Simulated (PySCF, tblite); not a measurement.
# Ga₁₄N₁₄H₁₄: electronic excitations

What do calculations give for the electronic excitations of Ga₁₄N₁₄H₁₄?

Programs: tblite 0.8.0 and PySCF 2.14.0, with routines of our own; each step states its level. All values are computed. Atoms count from 0.

## Step 1: The starting structure

42 atoms, charge 0, multiplicity 1; geometry from: force field, distance geometry or constructed start.

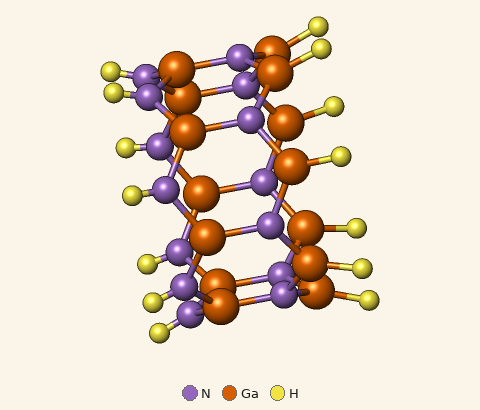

The starting geometry (nitrogen purple, gallium orange, hydrogen yellow); sticks join atoms by distance alone.

## Step 2: Relaxing the molecule with GFN2-xTB

Job settings and geometry (Å):

```
{"job": {"kind": "relax", "xc": "GFN2-xTB", "basis": "xTB"}, "charge": 0, "multiplicity": 1}
N      3.214300     1.543800     0.842000
Ga     3.206200     1.548200    -1.009300
N      2.226200     2.782700    -1.924400
N      0.791900     3.477200     0.837400
Ga     0.791600     3.471600    -0.999000
N     -0.795900     3.472300    -1.928000
N     -2.220900     2.786700     0.840300
Ga    -2.217600     2.787700    -1.000900
N     -3.206700     1.543500    -1.925800
N     -3.564900    -0.000800     0.845200
Ga    -3.564200    -0.001200    -1.004500
N     -3.211900    -1.547600    -1.925400
N     -2.224400    -2.784300     0.848600
Ga    -2.218800    -2.785600    -1.005100
N     -0.794800    -3.467700    -1.925200
N      0.790700    -3.472200     0.849900
Ga     0.793000    -3.470900    -1.001500
N      2.219900    -2.788400    -1.926400
N      3.208800    -1.543800     0.846100
Ga     3.212200    -1.544700    -0.999700
N      3.559800     0.003800    -1.923900
Ga     3.561200     0.001500     1.766400
Ga     2.224400     2.789600     1.773200
Ga    -0.796800     3.468500     1.765100
Ga    -3.208900     1.548200     1.767500
Ga    -3.215500    -1.546500     1.769100
Ga    -0.791900    -3.470500     1.765900
Ga     2.220400    -2.784400     1.767800
H      2.453000     3.075700    -2.898900
H     -0.874200     3.835200    -2.893500
H     -3.540300     1.707200    -2.898000
H     -3.545800    -1.705300    -2.896700
H     -0.876300    -3.834700    -2.898800
H      2.454500    -3.076600    -2.893200
H      3.934600     0.001800    -2.900200
H      4.116000     0.002200     3.211600
H      2.565200     3.217700     3.210400
H     -0.914900     4.014800     3.211900
H     -3.706800     1.781700     3.214400
H     -3.712700    -1.782200     3.215700
H     -0.915900    -4.014600     3.218300
H      2.571900    -3.223200     3.218200
```

On the command line:

```console
$ OMP_NUM_THREADS=2 python large_run.py task.json out
```

The driver reads the jobs from task.json and runs them one after another.

Log:

```text
step      E/eV     max force
  0   -1767.37814    1.295
  1   -1767.53901    0.447
  2   -1767.60163    0.520
  3   -1767.79666    0.690
  4   -1767.95325    0.877
  5   -1768.10771    0.821
  6   -1768.19938    0.487
  7   -1768.25744    0.253
  8   -1768.27514    0.272
  9   -1768.34798    0.404
 10   -1768.37631    0.329
 11   -1768.38973    0.127
 12   -1768.39368    0.108
 13   -1768.39692    0.077
 14   -1768.39847    0.083
 15   -1768.40053    0.071
 16   -1768.40254    0.090
 17   -1768.40478    0.091
 18   -1768.40728    0.100
 19   -1768.41043    0.148
 20   -1768.41387    0.144
 21   -1768.41672    0.090
 22   -1768.41855    0.059
 23   -1768.41995    0.073
 24   -1768.42165    0.104
 25   -1768.42404    0.111
 26   -1768.42727    0.112
 27   -1768.43092    0.104
 28   -1768.43399    0.113
 29   -1768.43589    0.062
 30   -1768.43678    0.049
 31   -1768.43724    0.034
 32   -1768.43759    0.026
 33   -1768.43789    0.032
 34   -1768.43823    0.031
 35   -1768.43862    0.038
 36   -1768.43901    0.036
 37   -1768.43927    0.023
 38   -1768.43940    0.016
```

Wall time 2.4 s (2 threads of Arm Neoverse V2, shared host); peak memory 0.16 GiB.

The steps of the relaxation:

```
step  energy from step 0 (eV)  largest force (eV/Å)
   0                   0.0000                1.2954
   1                  -0.1609                0.4467
   2                  -0.2235                0.5205
   3                  -0.4185                0.6903
   4                  -0.5751                0.8767
   5                  -0.7296                0.8208
   6                  -0.8212                0.4868
   7                  -0.8793                0.2531
   8                  -0.8970                0.2719
  10                  -0.9982                0.3290
  12                  -1.0155                0.1076
  15                  -1.0224                0.0713
  17                  -1.0266                0.0906
  19                  -1.0323                0.1474
  22                  -1.0404                0.0595
  24                  -1.0435                0.1043
  26                  -1.0491                0.1126
  29                  -1.0577                0.0622
  31                  -1.0591                0.0341
  34                  -1.0601                0.0312
  35                  -1.0605                0.0377
  36                  -1.0609                0.0363
  37                  -1.0611                0.0227
  38                  -1.0613                0.0162
```

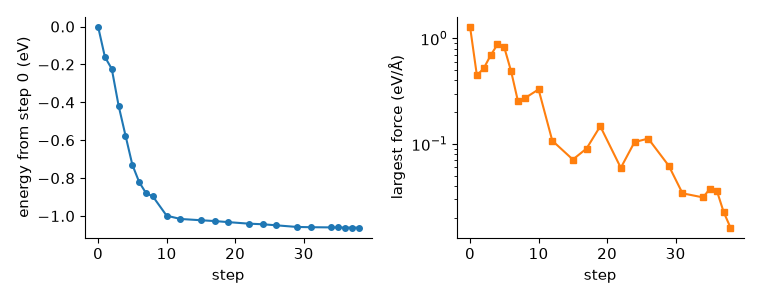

Energy and largest force along the relaxation.

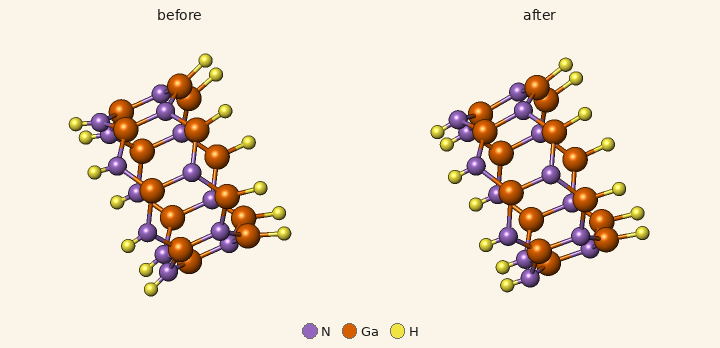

Before and after, at one scale.

Close pairs (by a distance rule), those that changed most:

| bond | before (Å) | after (Å) | change (Å) |
| --- | --- | --- | --- |
| Ga1–N2 | 1.823 | 1.864 | +0.041 |
| Ga13–N14 | 1.827 | 1.863 | +0.036 |
| Ga1–N20 | 1.829 | 1.864 | +0.034 |
| N5–Ga7 | 1.830 | 1.864 | +0.034 |
| Ga16–N17 | 1.832 | 1.863 | +0.031 |
| N8–Ga10 | 1.834 | 1.864 | +0.030 |
| Ga10–N11 | 1.834 | 1.864 | +0.030 |
| N11–Ga13 | 1.835 | 1.864 | +0.029 |

The next job starts from the end point, and lists it.

## Step 3: Electronic excitations: TDDFT PBE/def2-SVP

Job settings and geometry (Å):

```
{"job": {"kind": "uv", "basis": "def2-SVP", "grid": 1, "kgrid": 0, "vcut": null, "nstates": 6, "ntriplets": 2, "tda": false, "delta": ["ip_vertical"], "pop": true, "xc": "PBE"}, "charge": 0, "multiplicity": 1}
N      3.365089     1.621192     0.850900
Ga     3.198497     1.540457    -1.005060
N      2.348682     2.945650    -1.886212
N      0.831275     3.640078     0.849271
Ga     0.789871     3.460675    -1.006349
N     -0.838220     3.673090    -1.886748
N     -2.326027     2.916771     0.851146
Ga    -2.212108     2.774084    -1.004635
N     -3.393412     1.634031    -1.887053
N     -3.736043     0.000500     0.850873
Ga    -3.550332    -0.000065    -1.004714
N     -3.395215    -1.635419    -1.885305
N     -2.328594    -2.917646     0.851406
Ga    -2.213243    -2.775061    -1.003887
N     -0.838157    -3.672089    -1.885408
N      0.829786    -3.637409     0.852389
Ga     0.788876    -3.459085    -1.002739
N      2.347862    -2.944987    -1.884396
N      3.363117    -1.617551     0.852175
Ga     3.197169    -1.539394    -1.003287
N      3.767132    -0.000297    -1.886262
Ga     3.622742     0.001761     1.714450
Ga     2.258799     2.833409     1.713142
Ga    -0.804706     3.531358     1.713401
Ga    -3.263085     1.571324     1.713739
Ga    -3.266111    -1.571221     1.714017
Ga    -0.807045    -3.529603     1.715372
Ga     2.258996    -2.830970     1.714492
H      2.274029     2.852653    -2.898550
H     -0.810416     3.555973    -2.899048
H     -3.285332     1.580941    -2.899435
H     -3.288676    -1.583451    -2.897859
H     -0.811610    -3.554323    -2.897712
H      2.274633    -2.852910    -2.897062
H      3.646682    -0.000314    -2.898632
H      4.009272     0.002410     3.223749
H      2.500539     3.135963     3.224064
H     -0.892412     3.909698     3.223721
H     -3.609609     1.739668     3.224265
H     -3.616296    -1.740017     3.224114
H     -0.893523    -3.907148     3.225812
H      2.502853    -3.136805     3.224474
```

Method: TDDFT PBE/def2-SVP, vertical, gas phase, core orbitals frozen in the response.

Log:

```text
start: PBE on a coarse grid of 194447 points
cycle   1  E = -27712.9489865726  dE = -2.682e+00  |g| = 3.261e+00  |ddm| = 8.912e+00
cycle   2  E = -27704.4926160693  dE =  8.456e+00  |g| = 6.736e+00  |ddm| = 9.388e+00
cycle   3  E = -27714.1934336958  dE = -9.701e+00  |g| = 1.263e+00  |ddm| = 8.077e+00
cycle   4  E = -27714.6077547790  dE = -4.143e-01  |g| = 2.494e-01  |ddm| = 1.426e+00
cycle   5  E = -27714.5869170464  dE =  2.084e-02  |g| = 3.546e-01  |ddm| = 5.881e-01
cycle   6  E = -27714.6202290333  dE = -3.331e-02  |g| = 4.521e-02  |ddm| = 3.676e-01
cycle   7  E = -27714.6208496935  dE = -6.207e-04  |g| = 1.096e-02  |ddm| = 6.783e-02
cycle   8  E = -27714.6208832929  dE = -3.360e-05  |g| = 4.210e-03  |ddm| = 1.666e-02
final grid: 194447 points
cycle   9  E = -27714.6208755996  dE =  7.693e-06  |g| = 8.456e-03  |ddm| = 1.409e-02
cycle  10  E = -27714.6207900209  dE =  8.558e-05  |g| = 2.089e-02  |ddm| = 2.800e-02
cycle  11  E = -27714.6208851453  dE = -9.512e-05  |g| = 4.403e-03  |ddm| = 2.062e-02
cycle  12  E = -27714.6208842244  dE =  9.209e-07  |g| = 6.425e-04  |ddm| = 4.425e-03
cycle  13  E = -27714.6208866458  dE = -2.421e-06  |g| = 1.610e-04  |ddm| = 7.152e-04
cycle  14  E = -27714.6208828384  dE =  3.807e-06  |g| = 5.383e-05  |ddm| = 1.881e-04
converged SCF energy = -27714.6208828384

Static polarisability (au): isotropic 438.150, principal 414.154 450.053 450.241

Singlet excitations
state   eV       nm        f      main configurations
  1   3.2653    379.7   0.00000   H->L 0.99
  2   3.2667    379.5   0.00000   H-1->L 0.99
  3   3.3863    366.1   0.00000   H->L+1 0.99
  4   3.3876    366.0   0.00000   H-1->L+1 0.99
  5   3.5701    347.3   0.00000   H-2->L 0.99
  6   3.5713    347.2   0.00000   H-3->L 0.99

Triplet excitations (Tamm-Dancoff, eV): 3.1938 3.1951
```

Run time: 2.1 min. Hardware: 2 threads of Arm Neoverse V2, shared host; peak memory 1.7 GiB.

Warnings kept with the result: ip_vertical: open-shell SCF did not converge.

Frontier orbitals and where they lie:

| orbital | eV | atoms |
| --- | --- | --- |
| HOMO−4 | -6.01 | N3 18 %, N6 15 %, N0 14 % |
| HOMO−3 | -5.91 | N14 14 %, N20 12 %, N8 11 % |
| HOMO−2 | -5.91 | N17 14 %, N11 13 %, N2 10 % |
| HOMO−1 | -5.61 | N2 19 %, N5 18 %, N20 14 % |
| HOMO | -5.60 | N14 20 %, N11 17 %, N17 15 % |
| LUMO | -2.37 | Ga7 5 %, Ga4 5 %, Ga1 5 % |
| LUMO+1 | -2.25 | Ga25 10 %, Ga26 10 %, Ga27 10 % |
| LUMO+2 | -1.70 | Ga25 10 %, Ga22 10 %, Ga1 8 % |
| LUMO+3 | -1.70 | Ga27 10 %, Ga7 9 %, Ga23 8 % |

Ground-state properties from the same run:

```csv
property,computed
dipole moment (D),6.78
polarisability (Å³),64.93
HOMO–LUMO gap (eV),3.23
−ε(HOMO) (eV),5.60
```

## Step 4: Outcome

| quantity | value |
| --- | --- |
| lowest singlet (PBE/def2-SVP) | 3.27 eV (380 nm), f = 0.000 |
| lowest triplet | 3.19 eV |

The first singlet state (HOMO→LUMO 0.99) lies at 3.27 eV and is dark. The lowest triplet lies 0.07 eV below the lowest singlet (triplets in Tamm-Dancoff, singlets in full TDDFT).
